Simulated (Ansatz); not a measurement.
**Abstraction of Cl: C2H5ClSn + MgH → C2H5Sn + MgHCl**

Species: C2H5ClSn `C=[CH][SnH2][Cl]`, singlet; MgH, doublet; C2H5Sn `C=[CH][SnH2]`, doublet; MgHCl `[MgH][Cl]`, singlet. A radical takes Cl: the energy is the difference in strength between the Sn–Cl bond broken and the Mg–Cl bond made.

Shapes, held fixed at every level: PBE0-D4/def2-TZVP. Flexible molecules stand in one conformer, not always the lowest. Programs: Ansatz 0.2.0. The zero-point and thermal change to 298 K, harmonic and unscaled (PBE0-D4/def2-TZVP), is -0.8 kJ/mol.

```
               level                    kind  ΔH(298 K) (kJ/mol)  less CCSD(T)/def2-TZVPP
         HF/def2-SVP            Hartree–Fock               -89.7                     -9.0
r2SCAN-D4/def2-TZVPP                meta-GGA               -85.5                     -4.8
 B3LYP-D4/def2-TZVPP           global hybrid               -81.8                     -1.1
  PBE0-D4/def2-TZVPP           global hybrid               -74.7                     +6.0
  wB97X-V/def2-TZVPP  range-separated hybrid               -81.1                     -0.4
    CCSD(T)/def2-SVP   coupled cluster or CI               -92.6                    -11.9
  CCSD(T)/def2-TZVPP   coupled cluster or CI               -80.7                      0.0
```

The highest level, CCSD(T)/def2-TZVPP, gives ΔH(298 K) = -80.7 kJ/mol; the levels span -92.6 to -74.7. The column of differences is taken from that level and isn't an error. No measured value is set beside it here. Spin contamination: C2H5Sn (⟨S²⟩ up to 0.83). Open shells run unrestricted. For atoms past krypton def2 sets carry core potentials with scalar relativity. Outer-core shells of Mg, Sn are correlated, in sets that cover them unevenly.

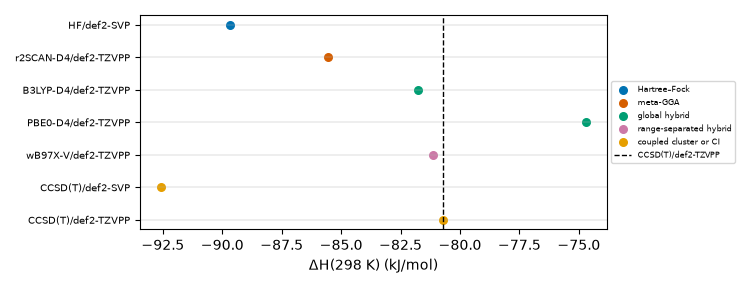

The values of the table, level by level.
